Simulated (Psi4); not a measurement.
**AlBH4O (SMILES B[O][AlH2]): levels of theory compared**

Aim: a comparison of 6 runs (HF/3-21G, B3LYP/6-31G*, PBE0/def2-SVP, MP2/pcseg-2, CCSD(T)/3-21G) of AlBH4O. 

The calculation is run with Psi4 1.11.

1 further run of the same task is left out (set aside as unsound or not needed).

### 1 The molecule

AlBH4O has 7 atoms, charge 0, and is taken as a singlet. SMILES: `B[O][AlH2]`. The shape comes from GFN2-xTB, which is rough for such elements, and wasn't checked as a minimum.

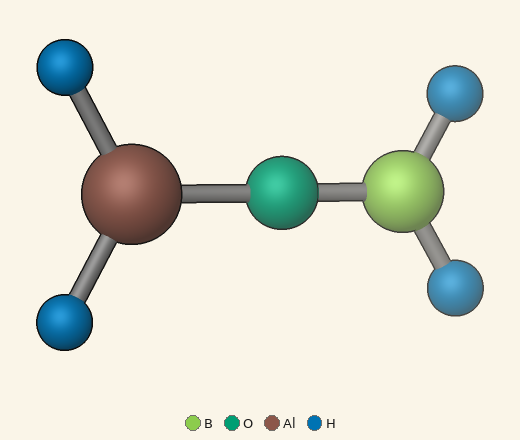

Viewed from a chosen angle; boron green, oxygen teal, aluminium brown, hydrogen blue.

### 2 A single-point energy at HF/3-21G (run 1)

The input, calc.dat:

```
memory 1600 mb

molecule geom {
  0 1
  B     -1.239790     0.460500    -0.755050
  O     -0.151010     0.055000    -0.092790
  Al     1.203290    -0.447170     0.732080
  H     -1.722060    -0.243360    -1.565440
  H     -1.702020     1.516540    -0.519180
  H      1.819640     0.486770     1.781480
  H      1.791950    -1.828280     0.418900
  symmetry c1
  no_reorient
  no_com
}

set globals {
  puream true
  e_convergence 1e-09
  d_convergence 1e-08
  scf_type pk
}

e = energy("hf/3-21G")
```

Launch:

```bash
$ psi4 -i calc.dat -o calc.out -n 1
```

calc.out:

```text
[...]
  Running in c1 symmetry.
[...]
  Nuclear repulsion =   86.754310919700984
[...]
  Multiplicity = 1
[...]
  Nalpha       = 15
  Nbeta        = 15
[...]
    Number of basis functions: 39
[...]
   @RHF iter   1:  -341.92532687674560   -1.21124e+00   1.01673e-02 DIIS/ADIIS
[...]
   @RHF iter  10:  -341.98172389438213   -9.09495e-13   2.50902e-09 DIIS
[...]
    Orbital Energies [Eh]
    ---------------------
    Doubly Occupied:
       1A    -58.074826     2A    -20.448239     3A     -7.576703
       4A     -4.884881     5A     -3.189129     6A     -3.188284
       7A     -3.187907     8A     -1.318436     9A     -0.750552
      10A     -0.594408    11A     -0.589296    12A     -0.528250
      13A     -0.527996    14A     -0.451305    15A     -0.399091
[...]
  @RHF Final Energy:  -341.98172389438213
   => Energetics <=
    Nuclear Repulsion Energy =             86.7543109197009841
    One-Electron Energy =                -646.0534621192174427
    Two-Electron Energy =                 217.3174273051343164
    Total Energy =                       -341.9817238943821849
[...]
 Multipole Moments:
 ------------------------------------------------------------------------------------
     Multipole            Electronic (a.u.)      Nuclear  (a.u.)        Total (a.u.)
 ------------------------------------------------------------------------------------
 L = 1.  Multiply by 2.5417464519 to convert [e a0] to [Debye]
 Dipole X            :        -15.5574664           15.9176356            0.3601692
 Dipole Y            :          5.7985690           -5.9319259           -0.1333569
 Dipole Z            :         -9.4488444            9.6663838            0.2175394
 Magnitude           :                                                    0.4413947
[...]
```

Wall time 1.9 s (1 thread of Intel Xeon Platinum 8488C (Sapphire Rapids), shared host); peak memory 0.18 GiB.

### 3 Energy and gradient at B3LYP/6-31G(d) (spherical functions) (run 2)

The input, run.py:

```python
import psi4

psi4.set_memory(1600000000)
psi4.set_num_threads(1)
psi4.core.set_output_file('psi4.out', False)

geom = psi4.geometry("""
0 1
B     -1.239790     0.460500    -0.755050
O     -0.151010     0.055000    -0.092790
Al     1.203290    -0.447170     0.732080
H     -1.722060    -0.243360    -1.565440
H     -1.702020     1.516540    -0.519180
H      1.819640     0.486770     1.781480
H      1.791950    -1.828280     0.418900
units angstrom
symmetry c1
""")

psi4.set_options({
    'basis': '6-31G*',
    'puream': True,
    'e_convergence': 1e-09,
    'd_convergence': 1e-08,
    'scf_type': 'pk',
    'dft_radial_points': 99,
    'dft_spherical_points': 590,
})

E, wfn = psi4.gradient('b3lyp', return_wfn=True)
print('gradient / Eh bohr^-1')
print(E.np.round(6))
print(f'energy = {wfn.energy():.10f} Eh')
for k, v in sorted(psi4.core.scalar_variables().items()):
    print(f'{k:45s} {v:18.10f}')
```

Launch:

```bash
$ python run.py
```

psi4.out:

```text
[...]
  Running in c1 symmetry.
[...]
  Nuclear repulsion =   86.754310919700998
[...]
  Multiplicity = 1
[...]
  Nalpha       = 15
  Nbeta        = 15
[...]
    Number of basis functions: 54
[...]
   @RKS iter   1:  -344.76726196361744   -5.68775e-01   1.30912e-02 DIIS/ADIIS
[...]
   @RKS iter  10:  -344.97365949113396   -1.02318e-12   1.20828e-09 DIIS
[...]
  @RKS Final Energy:  -344.97365949113396
   => Energetics <=
    Nuclear Repulsion Energy =             86.7543109197009983
    One-Electron Energy =                -648.5183740445942249
    Two-Electron Energy =                 243.3777779833531270
    DFT Exchange-Correlation Energy =     -26.5873743495938335
    Empirical Dispersion Energy =           0.0000000000000000
    VV10 Nonlocal Energy =                  0.0000000000000000
    Total Energy =                       -344.9736594911340148
[...]
  -Total Gradient:
     Atom            X                  Y                   Z
    ------   -----------------  -----------------  -----------------
       1       -0.003469141726     0.001267839762    -0.002102124316
       2        0.015163170447    -0.005556764586     0.009293799151
       3       -0.011800852983     0.004281041304    -0.007313090319
       4        0.005508829641     0.008000494169     0.009241614402
       5        0.005358365908    -0.012069107163    -0.002658561307
       6       -0.005504075081    -0.009544357975    -0.010023293454
       7       -0.005251220455     0.013619001572     0.003564779952
[...]
```

On the terminal:

```text
gradient / Eh bohr^-1
[[-0.003469  0.001268 -0.002102]
 [ 0.015163 -0.005557  0.009294]
 [-0.011801  0.004281 -0.007313]
 [ 0.005509  0.008     0.009242]
 [ 0.005358 -0.012069 -0.002659]
 [-0.005504 -0.009544 -0.010023]
 [-0.005251  0.013619  0.003565]]
energy = -344.9736594911 Eh
CURRENT ENERGY                                   -344.9736594911
CURRENT REFERENCE ENERGY                         -344.9736594911
DD SOLVATION ENERGY                                 0.0000000000
DFT FUNCTIONAL TOTAL ENERGY                      -344.9736594911
DFT TOTAL ENERGY                                 -344.9736594911
DFT VV10 ENERGY                                     0.0000000000
DFT XC ENERGY                                     -26.5873743496
GRID ELECTRONS ALPHA                               15.0000001587
GRID ELECTRONS BETA                                15.0000001587
GRID ELECTRONS TOTAL                               30.0000003175
NUCLEAR REPULSION ENERGY                           86.7543109197
ONE-ELECTRON ENERGY                              -648.5183740446
PCM POLARIZATION ENERGY                             0.0000000000
PE ENERGY                                           0.0000000000
SCF ITERATION ENERGY                             -344.9736594911
SCF ITERATIONS                                     10.0000000000
SCF TOTAL ENERGY                                 -344.9736594911
TWO-ELECTRON ENERGY                               243.3777779834
XC GRID RADIAL POINTS                              99.0000000000
XC GRID SPHERICAL POINTS                          590.0000000000
XC GRID TOTAL POINTS                           390953.0000000000
```

Run time: 12 s. Hardware: 1 thread of Intel Xeon Platinum 8488C (Sapphire Rapids), shared host; peak memory 0.78 GiB.

### 4 Energy and forces at PBE0/def2-SVP (run 3)

The input, run.py:

```python
import psi4

psi4.set_memory('1600 MB')
psi4.set_num_threads(1)
psi4.set_output_file('psi4.out', False)

m = psi4.geometry("""
B     -1.239790     0.460500    -0.755050
O     -0.151010     0.055000    -0.092790
Al     1.203290    -0.447170     0.732080
H     -1.722060    -0.243360    -1.565440
H     -1.702020     1.516540    -0.519180
H      1.819640     0.486770     1.781480
H      1.791950    -1.828280     0.418900
units angstrom
symmetry c1
""")

options = {'basis': 'def2-SVP', 'puream': True, 'e_convergence': 1e-09, 'd_convergence': 1e-08, 'scf_type': 'pk', 'dft_radial_points': 99, 'dft_spherical_points': 590}
psi4.set_options(options)

e = psi4.gradient("pbe0")
print('gradient / Eh bohr^-1')
print(e.np.round(6))
```

Launch:

```bash
$ python run.py
```

psi4.out:

```text
[...]
  Running in c1 symmetry.
[...]
  Nuclear repulsion =   86.754310919700998
[...]
  Multiplicity = 1
[...]
  Nalpha       = 15
  Nbeta        = 15
[...]
    Number of basis functions: 66
[...]
   @RKS iter   1:  -344.39175909552836   -6.13037e-01   9.82411e-03 DIIS/ADIIS
[...]
   @RKS iter  10:  -344.56774778462392   -7.95808e-13   1.53401e-09 DIIS
[...]
  @RKS Final Energy:  -344.56774778462392
   => Energetics <=
    Nuclear Repulsion Energy =             86.7543109197009983
    One-Electron Energy =                -648.2557443677826541
    Two-Electron Energy =                 241.6276704804055271
    DFT Exchange-Correlation Energy =     -24.6939848169478111
    Empirical Dispersion Energy =           0.0000000000000000
    VV10 Nonlocal Energy =                  0.0000000000000000
    Total Energy =                       -344.5677477846239753
[...]
  -Total Gradient:
     Atom            X                  Y                   Z
    ------   -----------------  -----------------  -----------------
       1       -0.011116222500     0.004125006216    -0.006750661115
       2        0.017227990636    -0.006333516155     0.010546616439
       3       -0.011899178072     0.004322990063    -0.007371952719
       4        0.008176741216     0.011640163000     0.013574978588
       5        0.007921013274    -0.017662292728    -0.003811794676
       6       -0.005279758780    -0.009518136459    -0.009823548360
       7       -0.005030601232     0.013425805926     0.003636367755
[...]
```

On the terminal:

```text
gradient / Eh bohr^-1
[[-0.011116  0.004125 -0.006751]
 [ 0.017228 -0.006334  0.010547]
 [-0.011899  0.004323 -0.007372]
 [ 0.008177  0.01164   0.013575]
 [ 0.007921 -0.017662 -0.003812]
 [-0.00528  -0.009518 -0.009824]
 [-0.005031  0.013426  0.003636]]
```

Wall time 13 s (1 thread of Intel Xeon Platinum 8488C (Sapphire Rapids), shared host); peak memory 0.88 GiB.

Runs 4 to 5 aren't shown in full; the table further down has their settings and results.

### 5 A single-point energy at CCSD(T)/3-21G (run 6)

The input, albh4o.py:

```python
import psi4

psi4.set_memory(1600000000)
psi4.set_num_threads(1)
psi4.set_output_file('run.log', False)

geom = psi4.geometry("""
B     -2.34286355     0.87021888    -1.42683771
O     -0.28536754     0.10393494    -0.17534769
Al     2.27388855    -0.84502883     1.38343070
H     -3.25422177    -0.45988375    -2.95825286
H     -3.21635166     2.86584526    -0.98110801
H      3.43862125     0.91986199     3.36650930
H      3.38629473    -3.45494848     0.79160627
units bohr
symmetry c1
no_reorient
no_com
""")

psi4.set_options({
    'basis': '3-21G',
    'reference': 'rhf',
    'puream': True,
    'e_convergence': 1e-09,
    'd_convergence': 1e-08,
    'scf_type': 'pk',
    'num_frozen_docc': 7,
})

e_tot = psi4.energy("ccsd(t)")
print('E =', round(e_tot, 9))
```

Launch:

```bash
$ python albh4o.py
```

run.log:

```text
[...]
  Running in c1 symmetry.
[...]
  Nuclear repulsion =   86.754310950820908
[...]
  Multiplicity = 1
[...]
  Nalpha       = 15
  Nbeta        = 15
[...]
    Number of basis functions: 39
[...]
   @RHF iter   1:  -341.92532687682575   -1.21124e+00   1.01673e-02 DIIS/ADIIS
[...]
   @RHF iter  10:  -341.98172389439168   -6.82121e-13   2.50903e-09 DIIS
[...]
  @RHF Final Energy:  -341.98172389439168
   => Energetics <=
    Nuclear Repulsion Energy =             86.7543109508209085
    One-Electron Energy =                -646.0534621746498942
    Two-Electron Energy =                 217.3174273294372938
    Total Energy =                       -341.9817238943916777
[...]
 Multipole Moments:
 ------------------------------------------------------------------------------------
     Multipole            Electronic (a.u.)      Nuclear  (a.u.)        Total (a.u.)
 ------------------------------------------------------------------------------------
 L = 1.  Multiply by 2.5417464519 to convert [e a0] to [Debye]
 Dipole X            :        -15.5574664           15.9176356            0.3601692
 Dipole Y            :          5.7985690           -5.9319259           -0.1333569
 Dipole Z            :         -9.4488443            9.6663837            0.2175394
 Magnitude           :                                                    0.4413947
[...]
      * MP2 total energy                      = -342.184692947058295
[...]
      * CCSD total energy                     = -342.206438508782014
[...]
      * CCSD(T) total energy                  = -342.211645956153006
```

The script printed:

```text
E = -342.211645956
```

It took 5.4 s on 1 thread of Intel Xeon Platinum 8488C (Sapphire Rapids), shared host; peak memory 0.19 GiB.

### 6 Overview of the runs

| run | level | task | integration grid | energy (Eh) | HOMO energy (eV) | LUMO energy (eV) | HOMO–LUMO gap (eV) | wall time |
| --- | --- | --- | --- | --- | --- | --- | --- | --- |
| 1 | HF/3-21G | energy | – | -341.981724 | -10.86 | 1.38 | 12.24 | 1.9 s |
| 2 | B3LYP/6-31G* (spherical functions) | gradient | 99 radial × 590 angular | -344.973659 | -7.34 | -1.56 | 5.77 | 12 s |
| 3 | PBE0/def2-SVP | gradient | 99 radial × 590 angular | -344.567748 | -7.66 | -1.42 | 6.23 | 13 s |
| 4 | MP2/pcseg-2 (density fitting, density fitting for correlation) | gradient | – | -344.323156 | – | – | – | 6.6 s |
| 5 | MP2/pcseg-2 (sfX2C, density fitting, density fitting for correlation) | gradient | – | -344.780919 | – | – | – | 55 s |
| 6 | CCSD(T)/3-21G | energy | – | -342.211646 | -10.86 | 1.38 | 12.24 | 5.4 s |

### 7 Outcome

| quantity | value |
| --- | --- |
| run 6: total energy | -342.21165 Eh |
| run 6: HOMO energy (Hartree–Fock orbitals) | -10.86 eV |
| run 6: LUMO energy (Hartree–Fock orbitals) | 1.38 eV |
| run 6: HOMO–LUMO gap (Hartree–Fock orbitals) | 12.24 eV |
| run 6: correlation energy (7 core orbitals frozen) | -229.9 mEh |
| run 6: (T) correction | -5.21 mEh |
| run 6: T1 diagnostic | 0.016 |

**Reading.** Over runs 1, 2, 3 the dipole moment (its size) runs from 0.95 D (PBE0/def2-SVP) to 1.12 D (HF/3-21G). The two ends differ in method and basis. Over runs 1, 2, 3 the HOMO–LUMO gap runs from 5.77 eV (B3LYP/6-31G*) to 12.24 eV (HF/3-21G). Totals of different functionals can't be ranked against each other. Some runs of one species differ in core potentials or relativity; totals across that change don't compare. All runs together took 94 s, the longest 55 s.
